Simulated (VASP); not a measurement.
**Lu: cell size against the level of theory**

How close do the usual functionals, with and without dispersion, come to the cell of Lu? The levels: PBE, LDA, r2SCAN and PBE + D3(BJ). LASPH is on for some levels and off for others; the table marks which. The start is a cell from a database of measured crystal structures.

Program: VASP 6.6.1. Level of theory: PBE, 4f electrons in the core; plane waves and PAW (Lu_3), in the first sound run; inputs show where later runs differ. Results are calculated unless marked as measured.

**1. The starting structure**

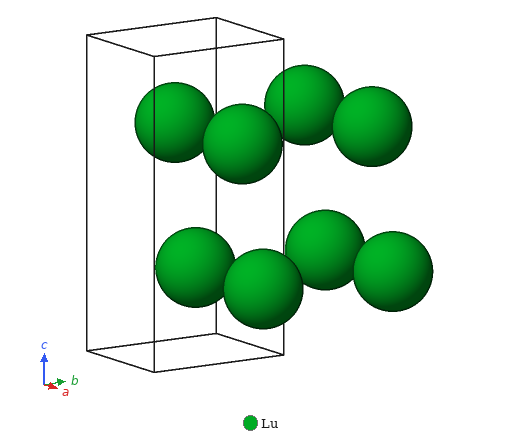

The cell as given, slightly off an axis (lutetium green). 2×2×1 cells are drawn.

**2. Relaxation with PBE**

Properties are meant for the cell that this level of theory prefers, so cell and atoms are relaxed first (ISIF = 3) until forces and stress are small; EDIFFG sets the threshold. PBE, the usual starting point, adds the gradient of the density.

The input, INCAR:

```
SYSTEM = Lu
PREC = Accurate
ENCUT = 520
EDIFF = 1E-06
NELM = 100
ISMEAR = -1
SIGMA = 0.05
LREAL = .FALSE.
ALGO = Normal
GGA = PE
NBANDS = 15
LORBIT = 11
LWAVE = .FALSE.
LCHARG = .FALSE.
KPAR = 2
IBRION = 2
NSW = 60
ISIF = 3
EDIFFG = -0.01
```

The input, POSCAR:

```
Lu
1.0
    3.5176000000      0.0000000000      0.0000000000
   -1.7588000000      3.0463309604      0.0000000000
    0.0000000000      0.0000000000      5.5805000000
Lu
2
Direct
    0.3333333333      0.6666666667      0.2500000000
    0.6666666667      0.3333333333      0.7500000000
```

The input, KPOINTS:

```
Automatic mesh
0
Gamma
6 6 4
0 0 0
```

Potentials, in the order of the species: Lu_3 (PBE family, release 64).

On the command line:

```sh
mpirun -np 2 vasp_std
```

The log of the run:

```text
[banner, memory and clock lines left out]
running    2 mpi-ranks, on    1 nodes
 distrk:  each k-point on    1 cores,    2 groups
 distr:  one band on    1 cores,    1 groups

 POSCAR found type information on POSCAR Lu
 POSCAR found :  1 types and       2 ions
 LDA part: xc-table for (Slater+PW92), standard interpolation
 POSCAR, INCAR and KPOINTS ok, starting setup
 FFT: planning ... GRIDC
 FFT: planning ... GRID_SOFT
 FFT: planning ... GRID
 WAVECAR not read
 entering main loop
       N       E                     dE             d eps       ncg     rms          rms(c)
DAV:   1     0.471288305982E+02    0.47129E+02   -0.85992E+03  1092   0.129E+03
DAV:   2    -0.692184438790E+01   -0.54051E+02   -0.52703E+02  1133   0.650E+02
DAV:   3    -0.881320922936E+01   -0.18914E+01   -0.18394E+01   828   0.577E+01
DAV:   4    -0.894461039283E+01   -0.13140E+00   -0.12520E+00  1126   0.853E+00
DAV:   5    -0.894701746563E+01   -0.24071E-02   -0.24068E-02   836   0.273E+00    0.249E+01
DAV:   6    -0.893145243051E+01    0.15565E-01   -0.35126E-02  1084   0.372E+00    0.148E+01
DAV:   7    -0.893662634678E+01   -0.51739E-02   -0.67738E-02  1058   0.502E+00    0.377E-01
DAV:   8    -0.893647727117E+01    0.14908E-03   -0.46266E-03  1060   0.778E-01    0.953E-02
DAV:   9    -0.893648704283E+01   -0.97717E-05   -0.22305E-04  1017   0.202E-01    0.277E-02
DAV:  10    -0.893648255636E+01    0.44865E-05   -0.21029E-05  1072   0.637E-02    0.300E-02
DAV:  11    -0.893648298622E+01   -0.42985E-06   -0.67623E-07   560   0.142E-02
   1 F= -.89364830E+01 E0= -.89242381E+01  d E =-.893648E+01
 curvature:   0.00 expect dE= 0.000E+00 dE for cont linesearch  0.000E+00
 trial: gam= 0.00000 g(F)=  0.699E-51 g(S)=  0.130E-01 ort = 0.000E+00 (trialstep = 0.100E+01)
 search vector abs. value=  0.130E-01
 bond charge predicted
       N       E                     dE             d eps       ncg     rms          rms(c)
DAV:   1    -0.897770301226E+01   -0.41220E-01   -0.12897E+00   795   0.255E+01    0.123E+00
DAV:   2    -0.895666125680E+01    0.21042E-01   -0.63756E-02  1038   0.352E+00    0.562E-01
DAV:   3    -0.894440799892E+01    0.12253E-01   -0.16791E-02  1052   0.236E+00    0.210E-01
DAV:   4    -0.894405095765E+01    0.35704E-03   -0.23186E-03  1079   0.729E-01    0.143E-01
DAV:   5    -0.894408129503E+01   -0.30337E-04   -0.17653E-04  1106   0.171E-01    0.119E-02
DAV:   6    -0.894407729989E+01    0.39951E-05   -0.87120E-06  1095   0.408E-02    0.504E-03
DAV:   7    -0.894407551055E+01    0.17893E-05   -0.68827E-07   658   0.144E-02    0.967E-04
DAV:   8    -0.894407534982E+01    0.16073E-06   -0.15564E-07   644   0.134E-02
   2 F= -.89440753E+01 E0= -.89335731E+01  d E =-.759236E-02
[...]
3 F= -.89441681E+01 E0= -.89338243E+01  d E =-.768513E-02
[...]
4 F= -.89449500E+01 E0= -.89351996E+01  d E =-.781895E-03
 trial-energy change:   -0.000782  1 .order   -0.000790   -0.001610    0.000030
 step:   1.0041(harm=  1.0047)  dis= 0.00000  next Energy=    -8.944950 (dE=-0.782E-03)
 bond charge predicted
       N       E                     dE             d eps       ncg     rms          rms(c)
DAV:   1    -0.894495250404E+01   -0.25185E-05   -0.57196E-05   987   0.138E-01    0.785E-03
DAV:   2    -0.894495152474E+01    0.97930E-06   -0.18407E-06   615   0.219E-02
   5 F= -.89449515E+01 E0= -.89351890E+01  d E =-.783407E-03
 curvature:  -0.56 expect dE=-0.583E-05 dE for cont linesearch -0.511E-05
 trial: gam= 0.00000 g(F)=  0.785E-49 g(S)=  0.104E-04 ort =-0.127E-03 (trialstep = 0.102E+01)
 search vector abs. value=  0.104E-04
 reached required accuracy - stopping structural energy minimisation
```

It took 23 s on 2 MPI ranks of Intel Xeon Platinum 8559C (Emerald Rapids), shared host; peak memory 0.34 GiB.

Lines that name or quote the potential files are left out of all logs, and their timing lines are given in words.

From OUTCAR (step 2):

```text
ion  position               nearest neighbor table
   1  0.333  0.667  0.250-   2 3.45   2 3.45   2 3.45   2 3.45   2 3.45   2 3.45
   2  0.667  0.333  0.750-   1 3.45   1 3.45   1 3.45   1 3.45   1 3.45   1 3.45

  LATTYP: Found a hexagonal cell.
 ALAT       =     3.5176000000
 C/A-ratio  =     1.5864509893

 Subroutine GETGRP returns: Found 24 space group operations
 (whereof 12 operations were pure point group operations)

The static configuration has the point symmetry D_3d.
 The point group associated with its full space group is D_6h.

 Found     21 irreducible k-points:

   k-points           NKPTS =     21   k-points in BZ     NKDIM =     21   number of bands    NBANDS=     15

   dimension x,y,z NGX =    28 NGY =   28 NGZ =   42
   dimension x,y,z NGXF=    56 NGYF=   56 NGZF=   84

   ENCUT  =  520.0 eV  38.22 Ry    6.18 a.u.   6.54  6.54 10.38*2*pi/ulx,y,z

   NELECT =      18.0000    total number of electrons

 k-points in reciprocal lattice and weights: Automatic mesh
   0.00000000  0.00000000  0.00000000       0.007
   0.16666667  0.00000000  0.00000000       0.042
   0.33333333 -0.00000000  0.00000000       0.042
   0.50000000  0.00000000  0.00000000       0.021
   0.16666667  0.16666667  0.00000000       0.042
   0.33333333  0.16666667  0.00000000       0.083
   0.33333333  0.33333333  0.00000000       0.014
   0.00000000  0.00000000  0.25000000       0.014
   0.16666667  0.00000000  0.25000000       0.083
[...]
0.33333333  0.16666667  0.50000000       0.083
   0.33333333  0.33333333  0.50000000       0.014

 average (electrostatic) potential at core
       1 -32.7086       2 -32.7086

 E-fermi :   2.8193

 k-point     1 :       0.0000    0.0000    0.0000
  band No.  band energies     occupation
    ...
      4     -23.7589      2.00000
      5     -23.7589      2.00000
      6     -23.7096      2.00000
      7      -3.2385      2.00000
      8       0.4286      2.00000
      9       3.5271      0.00000
     10       4.9628      0.00000
     11       4.9628      0.00000
     12       5.4906      0.00000
     13       5.7195      0.00000
    ...

 k-point     2 :       0.1667    0.0000    0.0000
  band No.  band energies     occupation
    ...
      4     -23.8402      2.00000
      5     -23.7692      2.00000
      6     -23.7321      2.00000
      7      -2.6023      2.00000
      8       1.0434      2.00000
      9       3.0817      0.01047
     10       3.8819      0.00000
     11       4.9934      0.00000
     12       5.4813      0.00000
     13       5.5719      0.00000
    ...

 k-point     3 :       0.3333   -0.0000    0.0000
  band No.  band energies     occupation
    ...
      6     -23.7928      2.00000
      7      -0.9809      2.00000
      8       1.8647      2.00000
      9       2.3239      1.99990
     10       2.8361      0.83366
     11       4.5583      0.00000
     12       4.7122      0.00000
     13       4.9004      0.00000
     14       7.2809      0.00000
     15       7.5294      0.00000

  Total       -0.0100400     -0.0100400      0.0151485      0.0000000     -0.0000000      0.0000000
  in kB       -0.2738622     -0.2738622      0.4132082      0.0000000     -0.0000000      0.0000000
  external PRESSURE =      -0.0448387 kB  Pullay stress =       0.0000000 kB

  energy-cutoff  :      520.00
  volume of cell :       58.74
      direct lattice vectors                 reciprocal lattice vectors
     3.526009914  0.000000000  0.000000000     0.283606690  0.163740399  0.000000000
    -1.763004957  3.053614159 -0.000000000    -0.000000000  0.327480797  0.000000000
     0.000000000 -0.000000000  5.455240405    -0.000000000  0.000000000  0.183309978

 POSITION                                       TOTAL-FORCE (eV/Angst)
 -----------------------------------------------------------------------------------
     -0.00000      2.03574      1.36381         0.000000     -0.000000      0.000000
      1.76300      1.01787      4.09143        -0.000000      0.000000      0.000000
 -----------------------------------------------------------------------------------
    total drift:                                0.000000     -0.000000      0.000000

  FREE ENERGIE OF THE ION-ELECTRON SYSTEM (eV)
  ---------------------------------------------------
  free  energy   TOTEN  =        -8.9449515247 eV

  energy  without entropy=       -8.9254264578  energy(sigma->0) =       -8.93518899

 reached required accuracy - stopping structural energy minimisation

 total charge
# of ion       s       p       d       tot
------------------------------------------
    1        0.499   6.423   0.908   7.829
    2        0.499   6.423   0.908   7.829
--------------------------------------------------
tot          0.997  12.846   1.815  15.659

[... 3 further parts left out ...]
```

CONTCAR:

```
Lu
   1.00000000000000
     3.5260099136668526    0.0000000000000000    0.0000000000000000
    -1.7630049568334263    3.0536141592794697   -0.0000000000000000
     0.0000000000000000   -0.0000000000000000    5.4552404046351644
  Lu
     2
Direct
     0.3333333332999970    0.6666666667000030    0.2500000000000000
     0.6666666667000030    0.3333333332999970    0.7500000000000000
```

The data set Lu_3 holds the 4f electrons frozen in the core, so no f bands or f moments appear. The k-mesh is coarse for a metal. The run keeps the 24 symmetry operations of its start, so it cannot find a distortion of lower symmetry.

Step by step:

```tsv
step	energy less that of the first step (eV)	largest force (eV/Å)	pressure (GPa)	volume (Å³)
1	0.0000	0.0000	-0.77	59.80
2	-0.0076	0.0000	0.17	58.57
3	-0.0077	0.0000	0.30	58.42
4	-0.0085	0.0000	0.03	58.74
5	-0.0085	0.0000	0.00	58.74
```

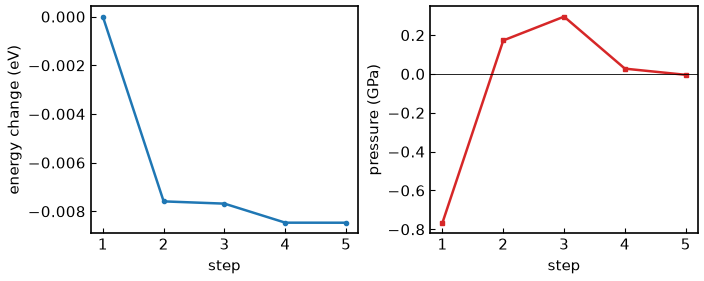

Energy and pressure along the relaxation.

```tsv
conventional cell, symmetrised	before	after	change
a (Å)	3.518	3.526	+0.2 %
b (Å)	3.518	3.526	+0.2 %
c (Å)	5.580	5.455	-2.2 %
volume (Å³/atom)	29.90	29.37	-1.8 %
```

Final coordinates:

```xyz
2
Lattice="3.5260 0.0000 0.0000 -1.7630 3.0536 0.0000 0.0000 0.0000 5.4552" Properties=species:S:1:pos:R:3 pbc="T T T"
Lu    0.0000    2.0357    1.3638
Lu    1.7630    1.0179    4.0914
```

This step gave:

```yaml
electrons: 18
bands: 15
irreducible_k_points: 21
symmetry_operations: 24
free_energy_toten: -8.945 eV
energy_at_zero_smearing: -8.935 eV
fermi_energy: 2.819 eV
pressure: -0.004484 GPa
metallic: yes
scf_cycles_over_all_ionic_steps: 33
```

It ends with forces that vanish by symmetry and a pressure of 0.00 GPa. The volume lies -1.8 % from that of the database's start, which holds the thermal and zero-point expansion of its experiment. The conventional cell has a = 3.526 and c = 5.455 Å. Against its usual tendency, PBE gives a cell smaller than the listed one.

[end of part 1 of 2]

[Lines on the potential files, build, host, timing and source positions are cut from VASP's logs without a mark.]

[Logs are printed without paths, hosts, clocks, repeated set-up lines and the standing remarks that a program may print on its own settings, such as how far it seeks lower states.]

[Hosts, paths, dates, database ids (printed as entryN), source tags and the programs' standing remarks are cut or masked in the printed files.]

[A measured line is paired with the nearest computed mode of its activity, which favours agreement.]
